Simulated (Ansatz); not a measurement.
**CH6BNO2 (SMILES OBNCO): PBE/def2-SVP**

Aim: the energy change on altering one bond length of CH6BNO2 at PBE/def2-SVP, from 2 runs. 

The results are computed with Ansatz 0.2.0.

112 further runs of the same task are left out: 112 set aside as unsound or not needed.

### 1 Starting point

CH6BNO2 has 11 atoms, charge 0, and is taken as a singlet. As SMILES, `OBNCO`. The coordinates come from a PBE0-D4/def2-TZVP relaxation. This is a higher conformer, about 10 kJ/mol above the lowest found by a separate search.

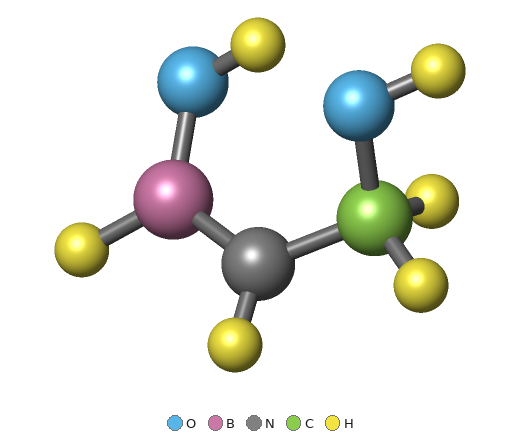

Viewed from a chosen angle; oxygen blue, boron pink, nitrogen grey, carbon green, hydrogen yellow.

### 2 A single-point energy at PBE/def2-SVP

job.yaml reads:

```yaml
crystal:
  periodic: [false, false, false]
  atoms:
    - {symbol: O, position_ang: [-0.365300, 1.867300, 0.524000]}
    - {symbol: B, position_ang: [-0.151000, 0.776300, 1.310700]}
    - {symbol: N, position_ang: [0.041300, -0.514500, 0.761600]}
    - {symbol: C, position_ang: [-0.074500, -0.827100, -0.621300]}
    - {symbol: O, position_ang: [0.833500, -0.016400, -1.360600]}
    - {symbol: H, position_ang: [-0.145900, 1.684700, -0.397300]}
    - {symbol: H, position_ang: [-0.135500, 0.915900, 2.499600]}
    - {symbol: H, position_ang: [0.344000, -1.265700, 1.354800]}
    - {symbol: H, position_ang: [-1.095800, -0.629000, -0.978300]}
    - {symbol: H, position_ang: [0.142100, -1.890000, -0.774600]}
    - {symbol: H, position_ang: [0.672700, -0.158500, -2.298200]}
basis:
  gaussian: {orbitals: def2-SVP}
hamiltonian: {xc: pbe}
accuracy: high
output: {orbitals: {seedname: orbitals}}
```

Started as:

```console
$ ansatz run job.yaml --threads 1 --pin off --max-ram 3480MiB --events-out events.jsonl --progress --plain --runs-dir runs
```

The log of the run:

```text
Warning: RAYON_NUM_THREADS=1 ignored (pool sized by the plan → 1); use --threads N
Functional definition: PBE
  name "PBE"
  parameter kappa = 0.804
  parameter beta = 0.06672455060314922
  exchange = pbe_x(kappa = kappa, mu = beta*pi^2/3)
  correlation = pbe_c(beta = beta)
2436 factors; integrals over basis functions are off by at most 3.5e-9 eV
mean field evaluation 1: about -7371.7798 eV, gradient 7.6e1 eV
mean field evaluation 2: about -7347.1174 eV, gradient 1.3e2 eV
mean field evaluation 4: about -7382.7707 eV, gradient 7.9e0 eV
mean field evaluation 8: about -7382.8959 eV, gradient 7.7e-1 eV
mean field evaluation 16: about -7382.8971 eV, gradient 2.2e-5 eV
mean field -7382.89713632 eV, -271.3164654525 hartree, gradient 5.9e-8 eV, S^2 0.000000; 0 other end points of the search recorded, 0 dependent functions left out
reference -7382.89713983 eV, -271.3164655813 hartree; 20, 20 occupied and 80, 80 virtual orbitals, 2436 factors
Total energy: -7382.89713983 eV, -271.3164655813 hartree
```

It took 9 s on 1 thread of Arm Neoverse V1, shared host; peak memory 0.29 GiB.

### 3 The distorted shape at the same level

run.yaml reads:

```yaml
crystal:
  periodic: [false, false, false]
  atoms:
    - {symbol: O, position_ang: [-0.307397, 2.023607, 1.215481]}
    - {symbol: B, position_ang: [-0.093097, 0.932607, 2.002181]}
    - {symbol: "N", position_ang: [0.099203, -0.358193, 1.453081]}
    - {symbol: C, position_ang: [-0.074500, -0.827100, -0.621300]}
    - {symbol: O, position_ang: [0.833500, -0.016400, -1.360600]}
    - {symbol: H, position_ang: [-0.087997, 1.841007, 0.294181]}
    - {symbol: H, position_ang: [-0.077597, 1.072207, 3.191081]}
    - {symbol: H, position_ang: [0.401903, -1.109393, 2.046281]}
    - {symbol: H, position_ang: [-1.095800, -0.629000, -0.978300]}
    - {symbol: H, position_ang: [0.142100, -1.890000, -0.774600]}
    - {symbol: H, position_ang: [0.672700, -0.158500, -2.298200]}
basis:
  gaussian:
    orbitals: def2-SVP
hamiltonian:
  xc: pbe
accuracy: high
output:
  orbitals: {seedname: orbitals}
```

Started as:

```console
$ ansatz run run.yaml --threads 1 --pin off --max-ram 3480MiB --events-out events.jsonl --progress --plain --runs-dir runs
```

The log of the run:

```text
Warning: RAYON_NUM_THREADS=1 ignored (pool sized by the plan → 1); use --threads N
Functional definition: PBE
  name "PBE"
  parameter kappa = 0.804
  parameter beta = 0.06672455060314922
  exchange = pbe_x(kappa = kappa, mu = beta*pi^2/3)
  correlation = pbe_c(beta = beta)
2407 factors; integrals over basis functions are off by at most 3.2e-9 eV
mean field evaluation 1: about -7367.5661 eV, gradient 7.9e1 eV
mean field evaluation 2: about -7277.6367 eV, gradient 1.7e2 eV
mean field evaluation 4: about -7379.4011 eV, gradient 1.8e1 eV
mean field evaluation 8: about -7380.0723 eV, gradient 5.0e-1 eV
mean field evaluation 16: about -7380.0656 eV, gradient 5.2e-5 eV
mean field -7380.06555037 eV, -271.2124065880 hartree, gradient 5.0e-8 eV, S^2 0.000000; 0 other end points of the search recorded, 0 dependent functions left out
reference -7380.06555400 eV, -271.2124067215 hartree; 20, 20 occupied and 80, 80 virtual orbitals, 2407 factors
Total energy: -7380.06555400 eV, -271.2124067215 hartree
```

Wall time 8.1 s (1 thread of Arm Neoverse V1, shared host); peak memory 0.28 GiB.

### 4 Outcome

Level: PBE/def2-SVP.

| quantity | value |
| --- | --- |
| first shape: total energy | -271.31647 Eh |
| first shape: HOMO energy | -5.91 eV |
| first shape: LUMO energy | 0.07 eV |
| first shape: HOMO–LUMO gap | 5.98 eV |
| distorted shape: total energy | -271.21241 Eh |
| distorted shape: HOMO energy | -5.45 eV |
| distorted shape: LUMO energy | -2.76 eV |
| distorted shape: HOMO–LUMO gap | 2.69 eV |
| energy change with the N3–C4 bond stretched from 1.423 to 2.134 Å | 2.832 eV |

With the N3–C4 bond stretched from 1.423 to 2.134 Å the energy rises by 2.83 eV (65 kcal/mol). The first shape isn't relaxed at this level, so the change isn't measured from a minimum.
